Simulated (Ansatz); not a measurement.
The starting structures come from a database of crystals and need not be the phases stable at ambient conditions.

 Where the default PAW files enter, the runs use the earlier of Ansatz's two default sets.

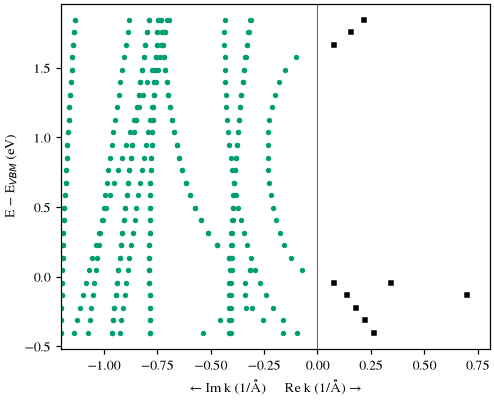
Fig. 1. Complex bands at the centre of the two-dimensional zone; r2SCAN in Ansatz (a first-principles code)

The gap is the functional's own, uncorrected, and κ follows it; spin-orbit coupling is left out. Mid-gap values are interpolated between the computed energies.

This is NaS (P6_3/mmc, not sure to be the ambient phase, 8 atoms a cell, 21.8 Å³ an atom) along the normal of (100). Read off the slowest decay at the centre of the two-dimensional zone at 0.85 eV, the computed energy nearest the middle of the gap.

κ ≈ 0.23 1/Å, a decay length 1/(2κ) of the density of 2.1 Å.
